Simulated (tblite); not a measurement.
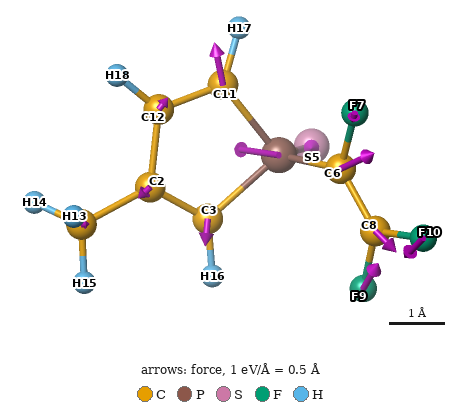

Starting geometry of C$_{7}$H$_{6}$F$_{3}$PS with the computed forces as purple arrows. The picture is a ball-and-stick view, seen face on.

Method: tblite, GFN2-xTB geometry optimisation, gas phase. 

Is this structure relaxed? If not, where do the atoms go?

Answer. It isn't relaxed: the largest force vector, on the P atom, is 3.11 eV/Å. The final displacements have little in common with the starting forces (cosine between the two patterns 0.28). The atom that moves furthest after the best rigid fit is an F atom (0.35 Å). By element the largest moves are F 0.35 Å, S 0.14 Å, C 0.14 Å, H 0.13 Å, P 0.09 Å. Among the contacts that change: C–P 1.745 → 1.848 Å, C–F 1.354 → 1.319 Å, P–S 1.968 → 1.934 Å, C–P 1.781 → 1.814 Å. Among the angles between lasting bonds that change: C–C–F 120.1° → 128.3°, S–P–C 121.4° → 113.2°, F–C–F 119.2° → 111.3°. Over 75 geometry steps the energy falls by 9.54 kcal/mol.
